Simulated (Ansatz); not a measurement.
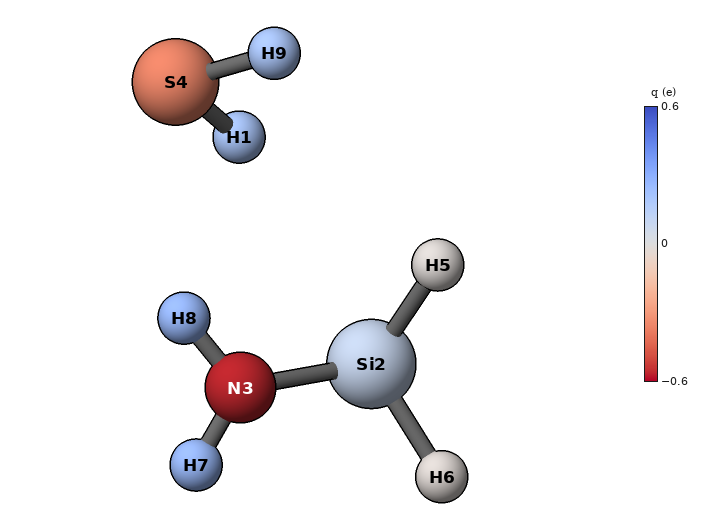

Atoms are coloured by their Mulliken charges. The species is neutral and a spin doublet. Computed geometry: PBE0-D4/def2-TZVP optimisation. Method: UKS PBE0-D4/def2-TZVP (Ansatz 0.2.0).

Give the Mulliken charges atom by atom.

```csv
atom,value (e)
H1,0.19
Si2,0.08
N3,−0.56
S4,−0.35
H5,−0.02
H6,−0.02
H7,0.24
H8,0.25
H9,0.19
```

Mulliken values depend strongly on the basis set and can even reverse the polarity of a bond.
